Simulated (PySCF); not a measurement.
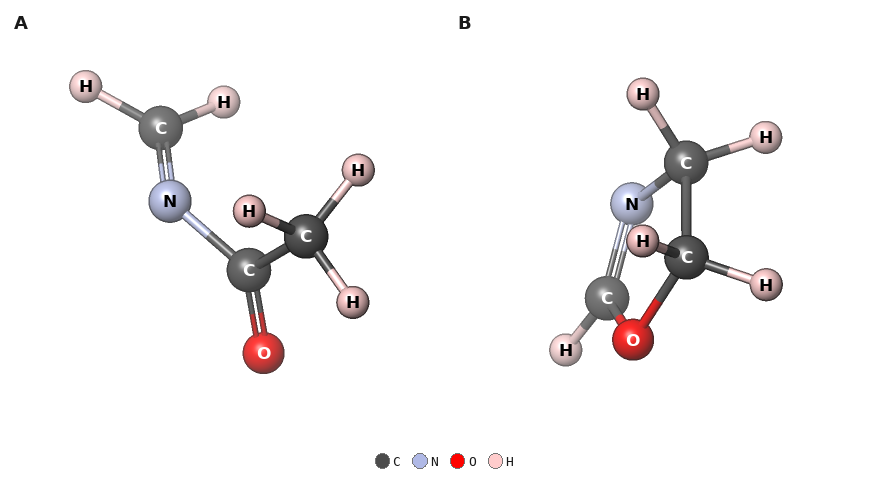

Depth is shown by fading: the farther an atom, the more it takes the colour of the background. The computed structure is the end point of a GFN2-xTB optimisation. No frequency run is at hand to confirm it as a minimum.

How are A and B related: the same structure turned, mirror images, conformers, diastereomers or constitutional isomers?

They are constitutional isomers of C3H5NO: A is C=NC(C)=O, B is C1=NCCO1
